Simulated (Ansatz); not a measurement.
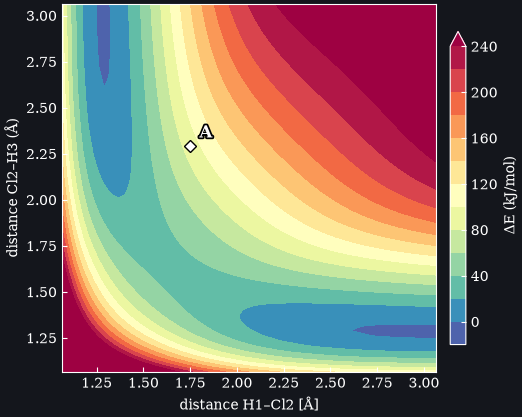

The system H⁻ + ClH. The first coordinate is: distance H1–Cl2; the second: distance Cl2–H3. Nothing is relaxed (the angle H1–Cl2–H3 is fixed at 160 degrees). The scan uses a 17 × 17 grid; 153 points were computed and 136 follow by symmetry. Points are written as (first, second). Energies are in kJ/mol, from H with charge -1 far from the relaxed ClH (each part in its own basis). The restricted reference is unstable at some or all points, so the energies there are unreliable. Computed with RHF-MP2, frozen core/aug-cc-pVTZ in Ansatz.

Drawn: filled contours, one colour for all values above the top of the scale, the point A. Between grid points the surface is interpolated.

### Which way does the force act at A, and how strong is it?

A, at (1.747 Å, 2.293 Å), is not a stationary point. The computed force is 210 kJ/mol for each Å towards smaller values of distance H1–Cl2 and 85 kJ/mol for each Å towards smaller values of distance Cl2–H3.
